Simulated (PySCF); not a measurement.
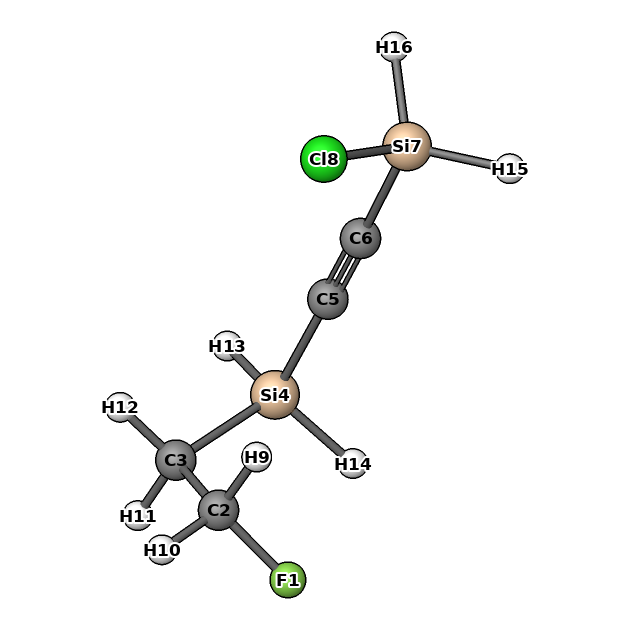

The questions are on isotropic NMR shieldings of the C atoms. The geometry was computed by an optimisation with GFN2-xTB. No frequency run is at hand to confirm it as a minimum. Method: GIAO PBE0/pcSseg-1 NMR shielding, non-relativistic, gas phase (PySCF 2.14.0).

Give the isotropic NMR shieldings of the C atoms atom by atom.

```csv
atom,σ (ppm)
C2,103.8
C3,168.4
C5,68.1
C6,70.4
```

The geometry is semi-empirical. Around Si such bond lengths and angles can be off by a tenth of an ångström or more and by several degrees, and values that hang on the shape move with them.
